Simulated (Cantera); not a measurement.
Charge: 1 mol B, a varied amount of NH₃, 34 mol H₂, equilibrated at 1575 K and 1.00 bar.

Method: chemical equilibrium by Gibbs-energy minimisation in Cantera with the NASA 1993 tables (ideal gas, pure condensed phases). Candidate condensed phases: B, BN; 15 gas species. Mutual solubility and eutectic melting of coexisting phases are not modelled. The tables' values for BH₂ are old estimates; treat these amounts as uncertain. Rates play no part.

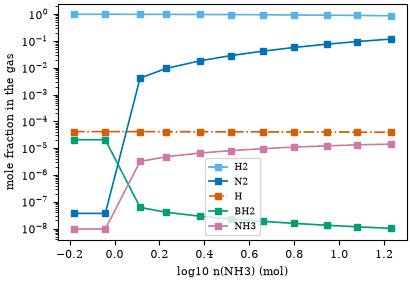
Fig. 1. Equilibrium gas composition (values under 1e-9 drawn at 1e-9)

**Question.** Read off the mole fractions at 4.6 mol NH₃.

**Answer.** H₂ about 0.96, N₂ about 0.042, H about 4.1e-5, NH₃ about 9.6e-6, BH₂ about 1.8e-8.
